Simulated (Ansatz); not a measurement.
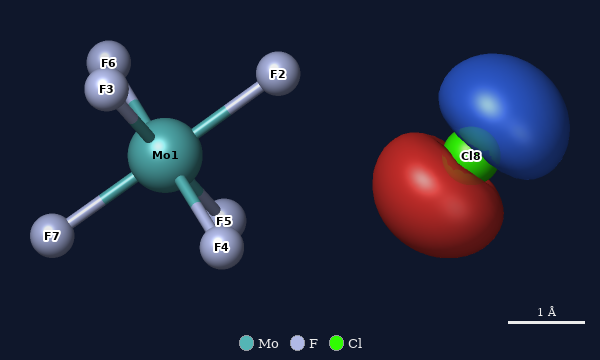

*F₆Mo···Cl (doublet). The HOMO−1 (α) at ±0.2 Å⁻³ᐟ² (red and blue are the two phases), seen across its widest extent.*

Core potentials replace the inner electrons of Mo.

Method: UKS PBE/def2-SVP (Ansatz).

The calculation's input:

```
crystal:
  periodic: [false, false, false]
  atoms:
    - { symbol: Mo, position_ang: [-0.001457, 0.001589, -0.353328] }
    - { symbol: F, position_ang: [0.411811, -0.41295, 2.55099] }
    - { symbol: F, position_ang: [1.839336, 0.093425, -0.115077] }
    - { symbol: F, position_ang: [-0.001053, 1.734625, 0.335937] }
    - { symbol: F, position_ang: [-1.734496, 0.000871, 0.336081] }
    - { symbol: F, position_ang: [-0.093235, -1.839232, -0.115037] }
    - { symbol: F, position_ang: [0.016904, -0.016875, -2.167481] }
    - { symbol: Cl, position_ang: [-0.43781, 0.438549, 3.597915] }
magnetization:
  spin_polarized: true
  initial_magnetization: 1
basis:
  gaussian: { orbitals: def2-SVP }
hamiltonian:
  xc: pbe
relax:
  f_tol: 0.03
  max_steps: 50
output:
  orbitals: {}
```

Run with:

```sh
ansatz run input.yaml --threads 4 --pin off --max-ram 5120MiB --backend cpu --events-out ev --progress --plain --runs-dir out
```

The fields are those of the run's last geometry, not of the input's.

> Describe this orbital and give its energy.

It lies mainly on Cl8 (about 100 %); largely a lone pair of Cl8. Its energy is −8.03 eV.
